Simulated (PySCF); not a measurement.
CCl2, SMILES `Cl[C]Cl`.

PySCF calculation, B3LYP/6-311+G**, gas phase; geometry: GFN2-xTB. No frequency check shows the geometry to be a minimum. GFN2-xTB bond lengths at metals and heavier atoms can be off by up to 0.1 Å and shapes distorted, which carries into these values.

Geometry (Å), atoms numbered from 1:

```
Cl1      1.3937   -0.1386    0.0000
C2       0.0001    0.7855    0.0000
Cl3     -1.3938   -0.1386    0.0000
```

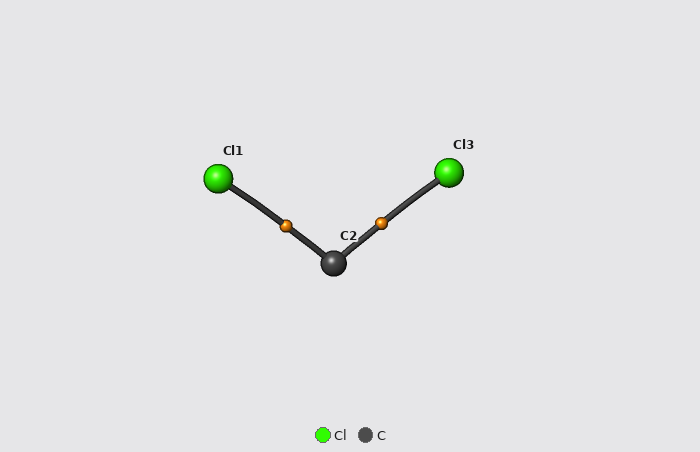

Molecular graph of the electron density (QTAIM): bond paths, bond critical points (orange), ring points (yellow, if any); weak paths are dashed.

### How many critical points of each kind are there, and does the count close?

3 nuclei, 2 bond, 0 ring and 0 cage critical points: 3 − 2 + 0 − 0 = 1, as the Poincaré–Hopf relation requires.

### Give the properties at the bond critical points.

```
            bond  length (Å)  ρ (a.u.)  ∇²ρ (a.u.)     ε  H (a.u.)
Cl1–C2 (2 alike)       1.672     0.229       −0.39  0.04    −0.189
```

### What kind of interaction is Cl1–C2?

Shared-shell (covalent): ρ = 0.229, ∇²ρ = −0.39, H = −0.189 a.u.

Cost of the run: 4.2 s on 1 thread of AMD EPYC 7R13 Processor (Zen 3), with other jobs on the host, peak memory 0.3 GiB.
